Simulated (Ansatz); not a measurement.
# CaSnS3, pressure series

Consider CaSnS3 (space group R-3, No. 148; a cell from a computed database, its experimental status unchecked).

```xyz
10
Lattice="3.3278 1.9213 6.1363 -3.3278 1.9213 6.1363 0.0000 -3.8426 6.1363" Properties=species:S:1:pos:R:3 pbc="T T T"
Ca     0.0000     0.0000     6.5939
Ca     0.0000     0.0000    11.8152
Sn     0.0000     0.0000     2.8916
Sn     0.0000     0.0000    15.5174
S     -1.1520    -2.2122    10.6716
S      1.1520     2.2122     7.7374
S      2.4918     0.1085    10.6716
S     -2.4918    -0.1085     7.7374
S     -1.3398     2.1037    10.6716
S      1.3398    -2.1037     7.7374
```

Cell and atoms are relaxed at each pressure.

Computed with plane-wave PAW DFT at the PBEsol level (Ansatz, a program for electronic structure, 420 eV), without spin-orbit coupling.

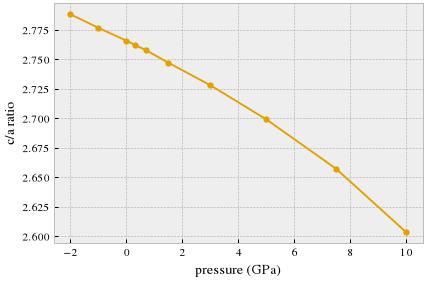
Figure: c/a ratio against pressure

```
pressure (GPa)  c/a ratio
--------------  ---------
-2                  2.788
-1                  2.777
0.3                 2.762
0.7                 2.758
1.5                 2.747
3                   2.728
5                   2.699
7.5                 2.657
10                  2.603
```

Load acts through the strain it causes; cell and atoms are relaxed under it. No phonon test of stability was made. No other phases were tried under pressure.
